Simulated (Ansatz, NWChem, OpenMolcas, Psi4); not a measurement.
# Errors in the atomisation enthalpy at 298 K

6 molecules with oxygen; the atomisation enthalpy at 298 K in kJ/mol, computed less measured. Shapes, held fixed at every level: PBE0-D4/def2-TZVP. Flexible molecules stand in one conformer, not always the lowest. Thermal terms are harmonic and unscaled (B3LYP/6-31G*, PBE0-D4/def2-TZVP); the spin-orbit lowering of the free atoms is taken from their spectra. Programs: Ansatz 0.2.0, NWChem 7.3.0, OpenMolcas 26.06, Psi4 1.11. A level may come from different programs for different species; with the same settings they agree closely. Measured values: CRC Handbook of Chemistry and Physics.

Levels: A = HF/3-21G; B = SVWN5/6-31G* (spherical functions); C = CAM-B3LYP/6-31G* (spherical functions); D = CCSD/6-31G* (spherical functions).

```
                 molecule  from tabulated heats      A     B    C     D
C2H3BrO (SMILES CC(=O)Br)                  2639  -1024  +484   -9  -279
  C3H6O2 (methyl acetate)                  4370  -1570  +756  +22  -436
      C4H6O (vinyl ether)                  4438  -1495  +736   +7  -445
    C3H8O (methoxyethane)                  4360  -1363  +671  +33  -432
 C4H6O2 (methyl acrylate)                  5007  -1815  +846  -10  -518
    C4H8O (butyraldehyde)                  5066  -1606  +786  +26  -477
```

Problem. Sum up the errors.

Solution. 
```tsv
level	kind	mean error	mean absolute error	worst case
HF/3-21G	Hartree–Fock	-1478.8	1478.8	C4H6O2
SVWN5/6-31G* (spherical functions)	LDA	+713.2	713.2	C4H6O2
CAM-B3LYP/6-31G* (spherical functions)	range-separated hybrid	+11.5	17.8	C3H8O
CCSD/6-31G* (spherical functions)	coupled cluster or CI	-431.2	431.2	C4H6O2
```

On this set CAM-B3LYP/6-31G* (spherical functions) has the smallest mean absolute error and HF/3-21G the largest. HF/3-21G is too low in 6 of 6; SVWN5/6-31G* (spherical functions) is too high in 6 of 6; CAM-B3LYP/6-31G* (spherical functions) is too high in 4 of 6; CCSD/6-31G* (spherical functions) is too low in 6 of 6. The heats of C2H3BrO (acetyl bromide) come from older tables and can be uncertain by 10 kJ/mol or more. Heats of the atoms come from ATcT where it has them. The levels differ in basis as well as in method. The tabulated value of C4H6O2 is in doubt (older tables, estimates, or at odds with other calculations) and kept here. Over the 5 molecules whose values aren't doubted the mean absolute errors are A 1411.6; B 686.6; C 19.4; D 413.8. A functional in a double-zeta set wins here by errors that cancel. For HF/3-21G and SVWN5/6-31G* (spherical functions) and CCSD/6-31G* (spherical functions) the error tends to grow with the atomisation enthalpy. Hartree–Fock lacks correlation and underbinds. Correlated wave functions converge slowly with the basis. CCSD also lacks the triples, which bind further. Relativity is left out for Br. Outer-core shells of Br are correlated, in sets that cover them unevenly. The set is small.

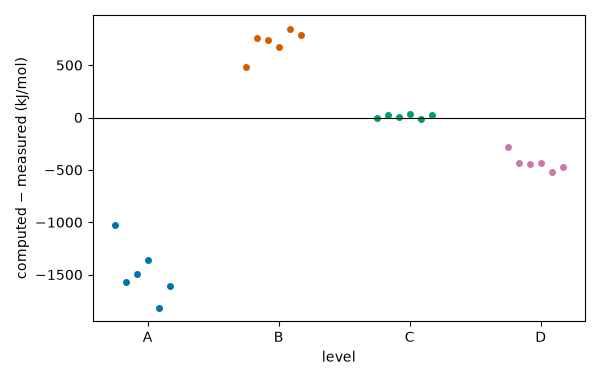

Errors of each level, one point a molecule.
